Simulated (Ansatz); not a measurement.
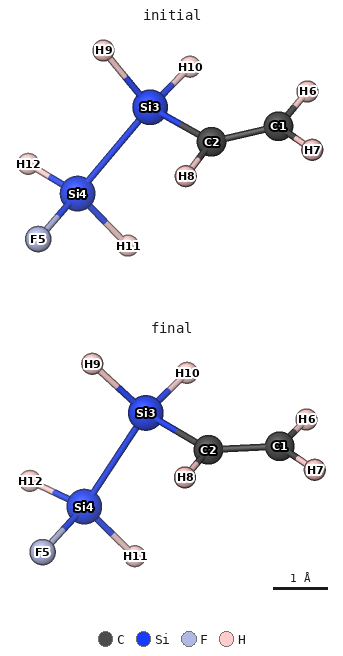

The structure of C$_{2}$H$_{7}$FSi$_{2}$ (coarse preliminary run) before (top) and after (bottom) a relaxation, at one scale.

The picture is a ball-and-stick view, seen at a tilt.

The start comes from a force field.

The calculation used RKS PBE-D4/def2-SVP in Ansatz 0.2.0. Set-up: force threshold 0.03 eV/Å; at most 200 steps.

Question: What changed between the two?

Answer: H6 moves most after the best rigid fit: 0.36 Å. By element the largest moves are H 0.36 Å, Si 0.17 Å, C 0.15 Å, F 0.08 Å. Among the contacts that change: C2–Si3 1.812 → 1.878 Å, Si4–H12 1.454 → 1.507 Å, C1–C2 1.296 → 1.349 Å, Si4–H11 1.559 → 1.507 Å. Bond angles that change, for instance: C2–C1–H6 128.8° → 122.0°, H9–Si3–H10 103.7° → 109.1°, Si3–Si4–H11 106.2° → 111.1°. After 9 geometry steps the energy has fallen by 36.9 kJ/mol. The largest force component goes from 3.4 to 0.014 eV/Å.
